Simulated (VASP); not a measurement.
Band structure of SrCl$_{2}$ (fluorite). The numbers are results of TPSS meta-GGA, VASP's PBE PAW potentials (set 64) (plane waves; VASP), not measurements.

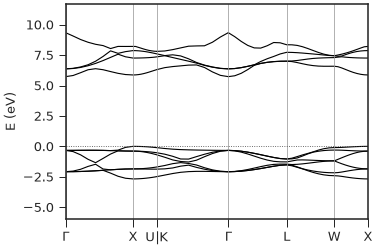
*Bands along high-symmetry lines, zero at the valence-band maximum or, without a gap, the Fermi level*

Task: Read the plot: is there a gap, and where are the band edges?

Result: The gap is indirect, 5.73 eV, from the valence maximum at X to the conduction minimum at Γ.

Measured: gap 7.50 eV (computed value off by -1.77 eV), as given by Andrés Aguado et al., Journal of the Physical Society of Japan (1999), arXiv:cond-mat/9901145.

The compound is SrCl2 in the fluorite structure. It was relaxed first.
